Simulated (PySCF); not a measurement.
## RuH$_{2}$SO$_{2}$: frequency calculation

The run: frequency calculation of RuH$_{2}$SO$_{2}$, multiplicity 5. Method and program: UKS-based PBE, Ru def2-SVP with ECP28, S def2-SVP, O def2-SVP, H def2-SVP; non-relativistic Hamiltonian with a scalar-relativistic core potential; density fitting (PySCF 2.14.0).

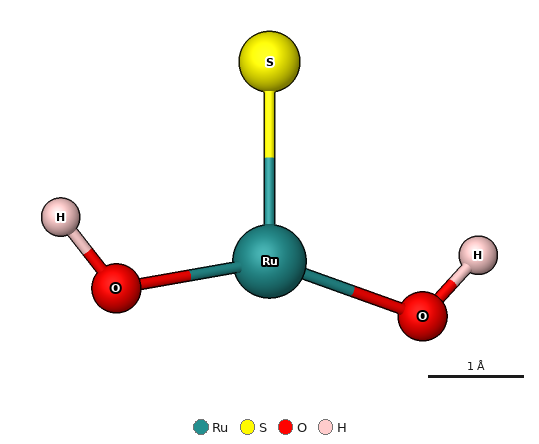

**Figure 1.** The input geometry (ball-and-stick view, seen at a tilt). Sticks mark near contacts.

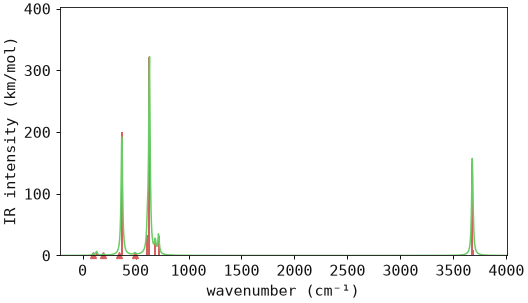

**Figure 2.** Harmonic infrared spectrum, unscaled: sticks (degenerate modes added up, dark ones marked on the axis) with a Lorentzian envelope of 16 cm⁻¹ full width, scaled to the tallest stick. 12 modes from 101 to 3684 cm⁻¹, none imaginary. The strongest line is at 631 cm⁻¹ (322 km/mol). All modes, in cm⁻¹ (km/mol): 101 (2.8), 132 (6.5), 196 (2.2), 347 (0.0), 371 (200), 492 (2.7), 613 (33), 631 (322), 686 (19.6), 718 (31), 3678 (151), 3684 (9.6).

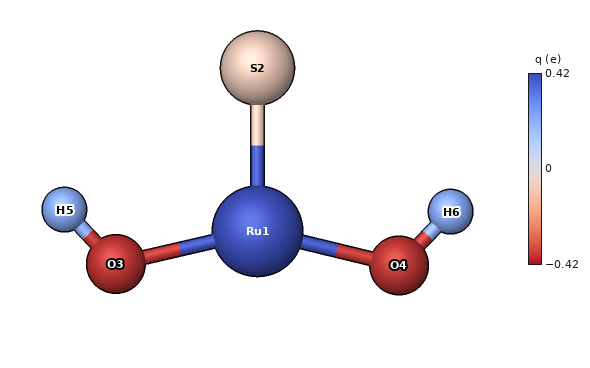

**Figure 3.** Mulliken charges, as the colour of each atom (ball-and-stick view, seen on its broad side; atoms are numbered from 1 in the order of the input). By element: Ru +0.40, S −0.07, O −0.37 and H +0.21 e.

The input that produced these results follows, with the program's output.

### Input
```python
from pyscf import gto, scf, dft
mol = gto.M(atom='''
Ru    -0.000000    -0.000000    -0.325388
S     -0.000000     0.000000     1.802712
O      1.829058    -0.350462    -0.761619
O     -1.829058     0.350462    -0.761619
H      2.494432    -0.477954    -0.056539
H     -2.494432     0.477954    -0.056539''',
    basis={'Ru': 'def2-SVP', 'S': 'def2-SVP', 'O': 'def2-SVP', 'H': 'def2-SVP'},
    ecp={'Ru': 'def2-SVP'},
    charge=0, spin=4)
mf = dft.UKS(mol, xc='PBE')
mf.grids.atom_grid = (75, 302)
aux = {'Ru': 'def2-universal-JKFIT', 'S': 'def2-universal-JKFIT', 'O': 'def2-universal-JKFIT', 'H': 'def2-universal-JKFIT'}
mf = mf.density_fit(auxbasis=aux)
mf.conv_tol = 1e-09
mf.diis_space = 10
mf.max_cycle = 60
mf.verbose = 4
mf.kernel()
```

The script is an equivalent of the set-up of the self-consistent field. The run itself was carried out by a driver, which started from the orbitals of the step before it where there was one and computed the further properties.

Launched with:
```bash
OMP_NUM_THREADS=2 python axn.py task.json out
```

### Log
```
init E= -644.209535013548
  alpha nocc = 27  HOMO = -0.194164425228952  LUMO = -0.0908019196960268
  beta  nocc = 23  HOMO = -0.241954097830695  LUMO = -0.184043305852601
  HOMO = -0.194164425229  LUMO = -0.184043305853  gap/eV = 0.27541
cycle= 1 E= -644.209535013285  delta_E= 2.63e-10  |g|= 2.24e-05  |ddm|= 2.4e-05
  alpha nocc = 27  HOMO = -0.194165518382317  LUMO = -0.0908063768179304
  beta  nocc = 23  HOMO = -0.241954606067111  LUMO = -0.184050860354798
  HOMO = -0.194165518382  LUMO = -0.184050860355  gap/eV = 0.27523
cycle= 2 E= -644.209535002609  delta_E= 1.07e-08  |g|= 0.000143  |ddm|= 0.000145
  alpha nocc = 27  HOMO = -0.1941638279391  LUMO = -0.0908020934170537
  beta  nocc = 23  HOMO = -0.241953890847821  LUMO = -0.18404355243664
  HOMO = -0.194163827939  LUMO = -0.184043552437  gap/eV = 0.27539
cycle= 3 E= -644.20953501347  delta_E= -1.09e-08  |g|= 1.4e-05  |ddm|= 0.000125
  alpha nocc = 27  HOMO = -0.194164245331834  LUMO = -0.0908023388941075
  beta  nocc = 23  HOMO = -0.241953982725249  LUMO = -0.184044060041345
  HOMO = -0.194164245332  LUMO = -0.184044060041  gap/eV = 0.27538
cycle= 4 E= -644.209535013561  delta_E= -9.04e-11  |g|= 1.35e-06  |ddm|= 1.08e-05
  alpha nocc = 27  HOMO = -0.194164525310693  LUMO = -0.0908023927265162
  beta  nocc = 23  HOMO = -0.24195412644656  LUMO = -0.184044129226998
  HOMO = -0.194164525311  LUMO = -0.184044129227  gap/eV = 0.27539
Extra cycle  E= -644.209535013546  delta_E= 1.47e-11  |g|= 5.62e-06  |ddm|= 6.49e-06
converged SCF energy = -644.209535013546  <S^2> = 6.0080163  2S+1 = 5.0032055
```

### Summary

- outcome: converged
- total energy: −644.209535 hartree
- ⟨S²⟩: 6.008
- zero-point energy: 0.026537 hartree
- dipole moment: 0.35 D
- wavenumbers, lowest and highest: 101 and 3684 cm⁻¹
- hardware: 2 threads of Arm Neoverse N1, 54 GiB of memory available, shared host
- wall time: 2.7 min (CPU time 4.7 min)
- peak memory: 1.3 GiB
